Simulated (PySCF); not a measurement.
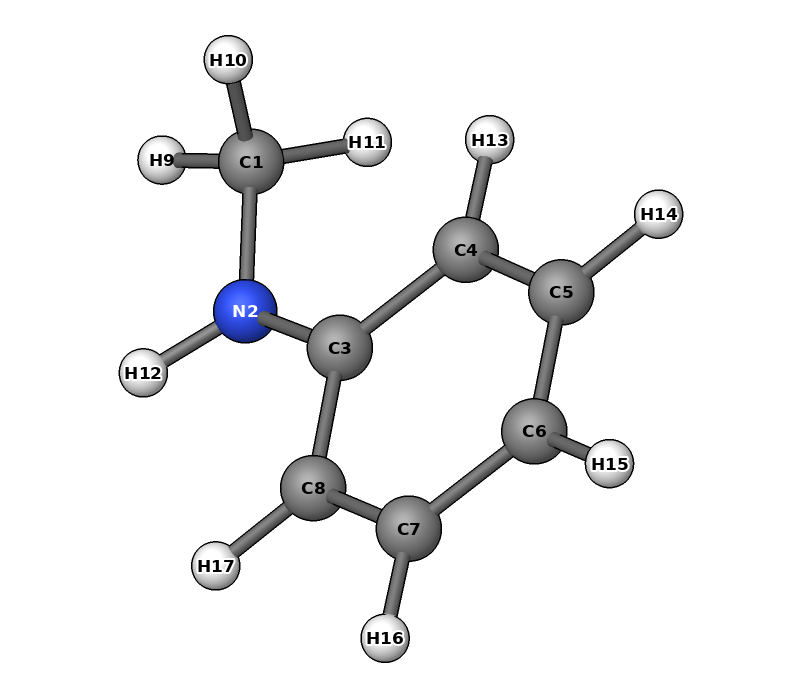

The questions are on IAO charges. The geometry was computed by an optimisation with PBE0-D3(BJ)/def2-SVP. No frequency run is at hand to confirm it as a minimum. Level of theory: PBE0/pcSseg-0, gas phase (PySCF 2.14.0).

List the IAO charges.

```tsv
atom	value (e)
C1	−0.31
N2	−0.31
C3	0.10
C4	−0.21
C5	−0.14
C6	−0.19
C7	−0.14
C8	−0.20
H9	0.15
H10	0.13
H11	0.15
H12	0.26
H13	0.14
H14	0.15
H15	0.14
H16	0.15
H17	0.14
```
